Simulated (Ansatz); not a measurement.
Structure (in its standard cell), coordinates from a relaxation with DFT PBE, scalar-relativistic, plane waves, PAW in Ansatz 0.2.0:

```cif
data_structure
_symmetry_space_group_name_H-M 'R-3m:H'
_symmetry_Int_Tables_number 166
_cell_length_a 4.3767
_cell_length_b 4.3767
_cell_length_c 11.5195
_cell_angle_alpha 90.000
_cell_angle_beta 90.000
_cell_angle_gamma 120.000
_cell_volume 191.10
loop_
_atom_site_label
_atom_site_type_symbol
_atom_site_symmetry_multiplicity
_atom_site_Wyckoff_symbol
_atom_site_fract_x
_atom_site_fract_y
_atom_site_fract_z
_atom_site_occupancy
Sb1 Sb 6 c 0.00000 0.00000 0.23277 1
```

### What does the kinematic electron diffraction pattern along [121] look like at 120 kV (B = 0.8 Å²)?

The spots form a centred rectangular net whose two shortest vectors correspond to d = 2.19 Å and 1.90 Å, 64.3° apart. They are 2 -1 0 and 1 1 -3. The pattern has symmetry 2mm. The lattice centring (R) removes all reflections that break −h + k + l = 3n.

Strongest reflections with d > 0.80 Å, one of each family (|F|² from tabulated Gaussian fits of the electron scattering factors, times a small damping for the curvature of the Ewald sphere):

```
   hkl  d (Å)  I (strongest = 100)
2 -1 0  2.188                  100
4 -2 0  1.094                   18
0 3 -6  1.055                   10
1 1 -3  1.901                    8
2 2 -6  0.951                    7
3 0 -3  1.200                    2
```

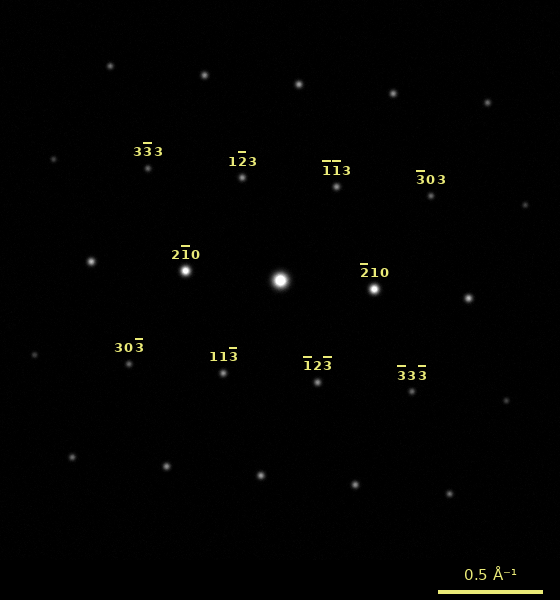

Calculated pattern, seen from the source side with [121] pointing towards the source.
